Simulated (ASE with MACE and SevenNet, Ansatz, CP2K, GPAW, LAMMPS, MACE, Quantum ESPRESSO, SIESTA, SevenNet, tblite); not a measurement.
## Liquid (Rb,Li,Na)Br at 1000 K (90 atoms) in machine-learned potentials

Wanted: machine-learned potentials inputs and outputs for liquid (Rb,Li,Na)Br at 1000 K (90 atoms), checked against a plane-wave reference.

Calculated with ASE with MACE and SevenNet; the method is named at each step.

### 1. Set-up

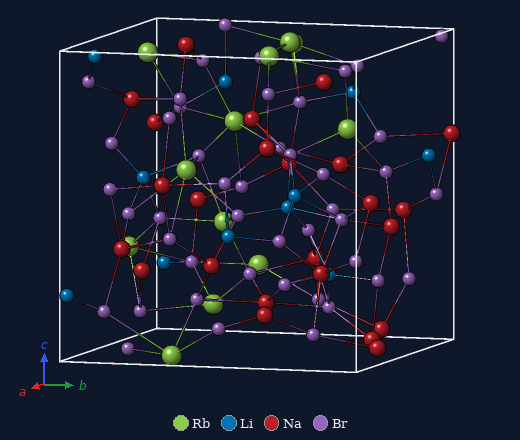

The cell as given, slightly off an axis (rubidium green, lithium blue, sodium red, bromine purple). Bonds to atoms that aren't drawn are left out. Some periodic images of atoms are drawn too.

The cell holds 90 atoms: 12 Rb, 10 Li, 23 Na and 45 Br. Its edges and angles: a = 14.887 Å, b = 14.887 Å, c = 14.887 Å, α = 90.0°, β = 90.0°, γ = 90.0°. 90 atoms (12 Rb, 10 Li, 23 Na, 45 Br) placed at random at 2.63 g/cm³, melted at 1800 K for 10 ps at fixed volume with the Lennard-Jones and Coulomb ion parameters for SPC/E (Joung and Cheatham, J. Phys. Chem. B 112, 9020 (2008)), full charges. Snapshot at the end of a hold of 20 ps at 1000 K and fixed volume.

The yardstick, on the same geometry:

| Quantity | Value |
| --- | --- |
| method | Kohn-Sham DFT, PBE, PAW, plane waves (Ansatz 0.2.0); cutoff 420 eV, Γ point, fermi-dirac smearing of 0.05 eV; PAW set soft_2 |
| r.m.s. force component | 0.2726 eV/Å |
| longest force | 1.016 eV/Å |
| pressure | -0.1747 GPa |
| gap (highest filled to lowest empty level) | 2.943 eV |
| SCF cycles | 7 |
| time | 20 s on 8 threads of Arm Neoverse V2, shared host |
| CPU time | 2.5 min |

### 2. MACE MP-0b2 small potential

Method: machine-learned interatomic potential MACE MP-0b2 small, trained on PBE(+U) plane-wave data.

Input file run.py:

```python
import numpy as np
from ase.io import read
import mlip  # loads the published weights by name

atoms = read("structure.xyz")
atoms.calc = mlip.calc("mace-mp-0b2-small")
energy = atoms.get_potential_energy()
forces = atoms.get_forces()
print(f"energy {energy:.6f} eV")
print("forces (eV/A)")
for i, (a, f) in enumerate(zip(atoms, forces)):
    print(f"{i:4d} {a.symbol:2s} {f[0]:10.5f} {f[1]:10.5f} {f[2]:10.5f}")
stress = -atoms.get_stress(voigt=False) * 160.21766
print("stress (GPa, compression positive)")
for row in stress:
    print(" ".join(f"{x:10.4f}" for x in row))
```

Input file structure.xyz:

```xyz
90
Lattice="14.88690 0.00000 0.00000 0.00000 14.88690 0.00000 0.00000 0.00000 14.88690" Properties=species:S:1:pos:R:3 pbc="T T T"
Rb 0.71919 7.08572 13.99622
Rb 5.24302 8.39696 14.58484
Rb 8.35006 12.31936 10.88634
Rb 10.89900 5.05380 8.93601
Rb 11.46946 9.39378 14.61000
Rb 4.56983 5.39338 10.61719
Rb 4.53827 0.09736 4.42215
Rb 11.96103 4.66913 0.14306
Rb 6.75180 5.58125 6.03634
Rb 0.75253 5.35646 3.32990
Rb 4.07142 0.88116 13.70875
Rb 4.06264 4.16669 1.75025
Li 9.38396 9.65252 7.14601
Li 3.63523 14.83569 9.20561
Li 7.87815 1.90329 8.14864
Li 2.04308 10.52444 11.91637
Li 14.53185 1.65334 14.66092
Li 1.49405 3.93610 12.13014
Li 0.01489 0.37187 3.17210
Li 11.93155 10.83707 8.01273
Li 7.99412 11.25822 3.83174
Li 14.75872 8.41929 6.27304
Na 2.93421 7.61063 8.50742
Na 14.82854 10.26913 2.57052
Na 8.10473 1.91282 3.71488
Na 11.65882 14.56058 7.76724
Na 4.07693 9.31190 4.15062
Na 0.61126 12.58107 6.19578
Na 2.25537 11.99839 0.62168
Na 1.57235 2.58541 6.43933
Na 14.44163 10.25931 10.53457
Na 14.61477 5.07003 8.59063
Na 10.86595 6.30788 4.38747
Na 4.37332 10.65113 8.70854
Na 7.90926 8.07093 2.36925
Na 13.37692 12.77207 13.68880
Na 9.75092 1.94989 12.10752
Na 8.11798 4.12382 14.61760
Na 7.63891 14.26686 6.20441
Na 7.22149 13.15898 0.69209
Na 12.63853 2.38339 5.24242
Na 11.41915 11.99318 4.26063
Na 8.37865 7.52086 11.20269
Na 0.19502 14.86263 9.90157
Na 11.01899 14.67699 0.74047
Br 9.35627 1.61984 0.08545
Br 2.61369 2.03593 10.97016
Br 1.99127 11.87245 9.83563
Br 1.01826 14.62042 14.64603
Br 4.01797 11.38788 13.42128
Br 2.37535 5.03445 7.23384
Br 13.39523 5.03862 5.88717
Br 9.93433 9.66502 3.49291
Br 9.95874 12.53120 6.71622
Br 8.49714 8.01273 14.17456
Br 9.07892 0.71159 9.86987
[... 30 atom lines left out ...]
Br 7.28848 4.50016 9.21261
Br 1.82513 2.35139 3.46716
Br 14.28785 5.31939 11.79921
Br 13.31261 10.51417 5.95759
```

Command:

```
> OMP_NUM_THREADS=1 python run.py > output.txt
```

What it wrote:

```text
energy -266.975962 eV
forces (eV/A)
   0 Rb    0.20560    0.40991    0.30827
   1 Rb   -0.42311   -0.08637   -0.19705
   2 Rb   -0.48350    0.55080   -0.35445
   3 Rb   -0.04818   -0.39868   -0.06765
   4 Rb   -0.16722    0.21212    0.00332
   5 Rb    0.05281   -0.31550    0.03491
   6 Rb   -0.74540   -0.48968   -0.27377
   7 Rb    0.16202   -0.28777    0.05837
   8 Rb    0.31029    0.06340    0.78337
   9 Rb   -0.34085    0.36389   -0.02551
  10 Rb   -0.25452   -0.03939   -0.35188
  11 Rb    0.41826   -0.26845   -0.11065
  12 Li   -0.59514    0.14374    0.03608
  13 Li    0.30231   -0.27652   -0.15747
  14 Li    0.03575    0.59098    0.10569
  15 Li    0.74339    0.07828    0.27638
  16 Li   -0.08063    0.06313    0.12642
  17 Li   -0.34173    0.03459    0.38191
  18 Li    0.26740   -0.17516    0.12127
  19 Li   -0.25292    0.22123    0.23051
  20 Li   -0.24319   -0.40954    0.07269
  21 Li   -0.20130    0.27002    0.47781
  22 Na   -0.24660    0.07855   -0.13772
  23 Na   -0.19791    0.00249    0.19814
[...]
82 Br    0.39454   -0.05125    0.48571
  83 Br    0.56353   -0.60870   -0.44539
  84 Br   -0.29079   -0.03857    0.18736
  85 Br   -0.41213    0.31575   -0.27897
  86 Br    0.43707   -0.25757   -0.12161
  87 Br    0.14679   -0.22289    0.52133
  88 Br   -0.03831   -0.59194   -0.57760
  89 Br    0.08944   -0.22466   -0.41695
stress (GPa, compression positive)
    0.1681    -0.1571     0.2885
   -0.1571    -0.4755    -0.0583
    0.2885    -0.0583     0.0817
```

Run time: 5.6 s. Hardware: 1 thread of Arm Neoverse V2, shared host; peak memory 0.67 GiB.

Banners, paths, timers and routine set-up lines are dropped from the logs unmarked, and long logs keep their key lines alone; longer cuts are marked.

Against the reference:

```
r.m.s. force component                  : 0.2818 eV/Å
r.m.s. difference of force components   : 75.29 meV/Å
longest difference of force vectors     : 295.2 meV/Å
force difference over r.m.s. force      : 27.62 %
slope of forces against the reference's : 0.9961
correlation of force components         : 0.9637
pressure                                : -0.0752 GPa
pressure difference                     : 0.0995 GPa
```

Length of the force difference by element (eV/Å):

```csv
element,atoms,mean,most
Br,45,0.12,0.30
Li,10,0.11,0.26
Na,23,0.12,0.27
Rb,12,0.13,0.25
```

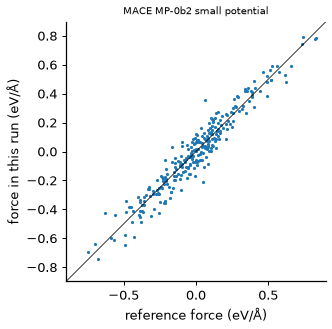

Force components against those of the reference; the line marks equality.

The surroundings of Li22, one of the 10 Li atoms, nearest first, numbered as they follow in the input and with coordinates relative to it.

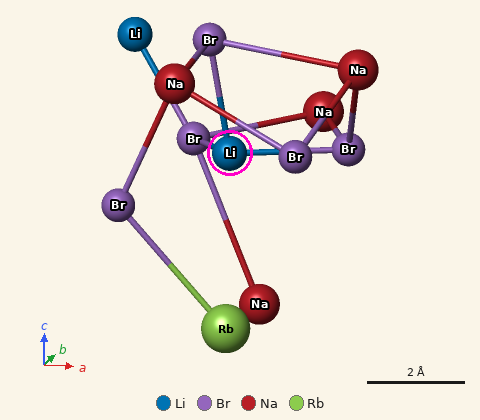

The atoms of the table, within 4.3 Å (arrows a, b, c point along x, y, z); some may hide others; the central atom is ringed.

```csv
atom,x,y,z,distance (Å),Fx,Fy,Fz (eV/Å)
Li22,0.00,0.00,0.00,0.00,-0.20,0.27,0.48
Br76,2.25,1.10,-0.01,2.50,0.38,0.05,0.07
Br66,-0.34,-0.29,2.49,2.53,-0.17,-0.37,-0.25
Br90,-1.45,2.09,-0.32,2.57,0.09,-0.22,-0.42
Br52,-1.36,-3.38,-0.39,3.67,-0.14,0.44,-0.30
Na23,3.06,-0.81,2.23,3.88,-0.25,0.08,-0.14
Na32,-0.14,-3.35,2.32,4.08,0.27,0.11,0.22
Li20,-2.83,2.42,1.74,4.11,-0.25,0.22,0.23
Na24,0.07,1.85,-3.70,4.14,-0.20,0.00,0.20
Na28,0.74,4.16,-0.08,4.23,0.05,-0.16,-0.08
Br51,2.50,-3.38,0.96,4.32,0.26,0.38,0.21
Rb10,0.88,-3.06,-2.94,4.34,-0.34,0.36,-0.03
```

Atoms are counted from 1 here, from 0 in the log.

Forces lie 28 % from the reference's, at 0.037 times its CPU time (on 1 against 8 cores).

### 3. SevenNet 0 potential

Method: machine-learned interatomic potential SevenNet 0, trained on PBE(+U) plane-wave data.

run.py, as its differences from that of step 2:

```diff
@@ -5,3 +5,3 @@
 atoms = read("structure.xyz")
-atoms.calc = mlip.calc("mace-mp-0b2-small")
+atoms.calc = mlip.calc("7net-0")
 energy = atoms.get_potential_energy()
```

structure.xyz is that of step 2.

What it wrote:

```text
energy -267.612732 eV
forces (eV/A)
   0 Rb    0.15137    0.32905    0.26314
   1 Rb   -0.29129    0.06652   -0.13449
   2 Rb   -0.34500    0.39557   -0.25849
   3 Rb   -0.06254   -0.27672   -0.02621
   4 Rb   -0.20425    0.19787    0.08282
   5 Rb    0.07248   -0.26262    0.07818
   6 Rb   -0.64309   -0.40387   -0.23639
   7 Rb    0.03741   -0.26638    0.02642
   8 Rb    0.32180    0.09664    0.74393
   9 Rb   -0.25543    0.26278    0.04998
  10 Rb   -0.22139   -0.16463   -0.24846
  11 Rb    0.35442   -0.21735   -0.03164
  12 Li   -0.51985    0.12076   -0.05011
  13 Li    0.26229   -0.20226   -0.03329
  14 Li    0.02547    0.64193    0.03485
  15 Li    0.74490    0.02788    0.25682
  16 Li   -0.16579    0.06150    0.22394
  17 Li   -0.45859   -0.03923    0.29477
  18 Li    0.33895   -0.20544   -0.00507
  19 Li   -0.23238    0.09132    0.10311
  20 Li   -0.24910   -0.37526    0.13141
  21 Li   -0.17579    0.23169    0.41094
  22 Na   -0.26236    0.08721   -0.07364
  23 Na   -0.24153    0.05963    0.12839
[...]
82 Br    0.34933   -0.04292    0.42095
  83 Br    0.49543   -0.46680   -0.33498
  84 Br   -0.28290   -0.05421    0.26343
  85 Br   -0.34007    0.37233   -0.18502
  86 Br    0.43024   -0.37677   -0.18415
  87 Br    0.12259   -0.19163    0.52955
  88 Br    0.02073   -0.51804   -0.51419
  89 Br    0.10965   -0.18603   -0.36715
stress (GPa, compression positive)
    0.0841    -0.1438     0.2370
   -0.1438    -0.4538    -0.1345
    0.2370    -0.1345    -0.0112
```

Elapsed: 6.3 s, on 1 thread; peak memory 0.68 GiB.

Compared with the plane-wave run:

| Quantity | Value |
| --- | --- |
| r.m.s. force component | 0.2619 eV/Å |
| r.m.s. difference of force components | 43.92 meV/Å |
| longest difference of force vectors | 157.3 meV/Å |
| force difference over r.m.s. force | 16.11 % |
| slope of forces against the reference's | 0.9485 |
| correlation of force components | 0.9873 |
| pressure | -0.127 GPa |
| pressure difference | 0.0477 GPa |

Against the first run (28 %), the force difference from the reference is 16 %, at 1.1 times the CPU time.

### 4. MACE MP-0b3 medium potential

Method: machine-learned interatomic potential MACE MP-0b3 medium, trained on PBE(+U) plane-wave data.

run.py, as its differences from that of step 3:

```diff
@@ -5,3 +5,3 @@
 atoms = read("structure.xyz")
-atoms.calc = mlip.calc("7net-0")
+atoms.calc = mlip.calc("mace-mp-0b3-medium")
 energy = atoms.get_potential_energy()
```

structure.xyz is that of step 3.

What it wrote:

```text
energy -266.027115 eV
forces (eV/A)
   0 Rb    0.12678    0.40661    0.25807
   1 Rb   -0.30498    0.06164   -0.11753
   2 Rb   -0.42759    0.36878   -0.21012
   3 Rb    0.00849   -0.28289   -0.00605
   4 Rb   -0.26888    0.20684    0.02708
   5 Rb   -0.08580   -0.38370    0.10709
   6 Rb   -0.66299   -0.42624   -0.21338
   7 Rb    0.05032   -0.23257    0.01361
   8 Rb    0.37247   -0.00984    0.79228
   9 Rb   -0.16683    0.32847    0.05651
  10 Rb   -0.24203    0.00273   -0.26668
  11 Rb    0.39062   -0.20350   -0.06239
  12 Li   -0.53481    0.25345   -0.10706
  13 Li    0.23765   -0.20888   -0.02811
  14 Li   -0.00444    0.71073   -0.03535
  15 Li    0.77965    0.02794    0.23778
  16 Li   -0.18001    0.19471    0.20770
  17 Li   -0.35810   -0.04062    0.32530
  18 Li    0.42365   -0.19156    0.03104
  19 Li   -0.27121    0.10251    0.13705
  20 Li   -0.24446   -0.41649    0.13132
  21 Li   -0.20830    0.10566    0.34239
  22 Na   -0.28606    0.02227   -0.03554
  23 Na   -0.26993    0.10542    0.11509
[...]
82 Br    0.37851   -0.05625    0.42974
  83 Br    0.52913   -0.57045   -0.31872
  84 Br   -0.30745   -0.04879    0.21179
  85 Br   -0.27481    0.37507   -0.20582
  86 Br    0.49547   -0.33271   -0.18999
  87 Br    0.09563   -0.27708    0.48740
  88 Br   -0.04787   -0.41976   -0.48274
  89 Br    0.08944   -0.17396   -0.38427
stress (GPa, compression positive)
   -0.1195    -0.1634     0.2699
   -0.1634    -0.5833    -0.0937
    0.2699    -0.0937    -0.1782
```

It took 6.7 s on 1 thread; peak memory 0.78 GiB.

Numbers from this run, and their distance from the reference:

- r.m.s. force component: 0.2723 eV/Å
- r.m.s. difference of force components: 50 meV/Å
- longest difference of force vectors: 214 meV/Å
- force difference over r.m.s. force: 18.34 %
- slope of forces against the reference's: 0.9821
- correlation of force components: 0.9832
- pressure: -0.2937 GPa
- pressure difference: -0.119 GPa

Against the first run (28 %), the force difference from the reference is 18 %, at 1.2 times the CPU time.

### 5. All runs compared

Differences are against the plane-wave reference, forces as r.m.s. over components; share is that over the reference's r.m.s. force, slope the least-squares factor from reference forces to these. Total energies of different programs have different zeros and aren't compared.

```csv
run,"Δ force, r.m.s. (meV/Å)",share (%),slope,Δ pressure (GPa),cores,CPU time,memory (GiB)
reference,-,-,-,-,8,2.5 min,3.9
MACE MP-0b2 small potential,75.3,27.6,0.996,0.0995,1,5.6 s,0.67
SevenNet 0 potential,43.9,16.1,0.949,0.0477,1,6.3 s,0.68
MACE MP-0b3 medium potential,50.0,18.3,0.982,-0.119,1,6.6 s,0.78
```

Times of the machine-learned potentials are mostly Python's start and the loading of weights.

CPU time is summed over cores on a shared host, where runs went side by side, so it is rough. Symmetry, cutoffs, thresholds, outputs and thread counts weren't matched or tuned between programs; memory under MPI is the largest rank's times the ranks.

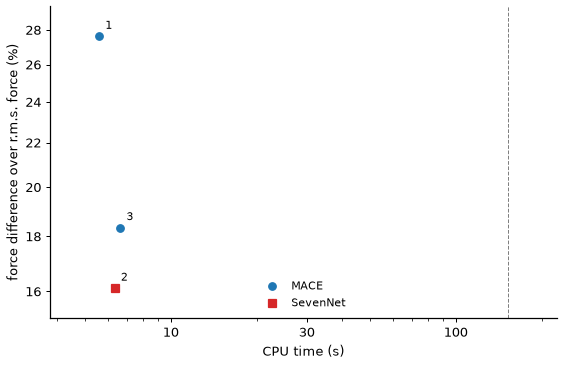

Force difference against CPU time; the dashed line marks the reference's time. Points: 1 MACE MP-0b2 small potential; 2 SevenNet 0 potential; 3 MACE MP-0b3 medium potential.

### 6. Summary of results

| Quantity | Value |
| --- | --- |
| nearest in forces | SevenNet 0 potential, 16 % |
| its CPU time | 6.3 s |

In words: Machine-learned potentials differ by 16 % (SevenNet 0 potential) to 28 % (MACE MP-0b2 small potential); they were trained on other programs' data. The frame stands for 1000 K, but pressures are static and levels are smeared at 580 K. The network of bonds at the start is that of the classical potential that made the cell, and needn't be the one that DFT or experiment would give. The ion parameters were fitted for water, not for melts, so the starting structure of this cell may lie well off the real melt's. The electronic-structure runs sample only Γ, in a cell whose shortest periodic width is 15 Å.

[Also dropped from logs without a mark: logging warnings of Python, and SIESTA's first energy breakdown and zero terms.]

[Logs are printed without paths, hosts, clocks, repeated set-up lines and the standing remarks that a program may print on its own settings, such as how far it seeks lower states.]

[Hosts, paths, dates, database ids (printed as entryN), source tags and the programs' standing remarks are cut or masked in the printed files.]
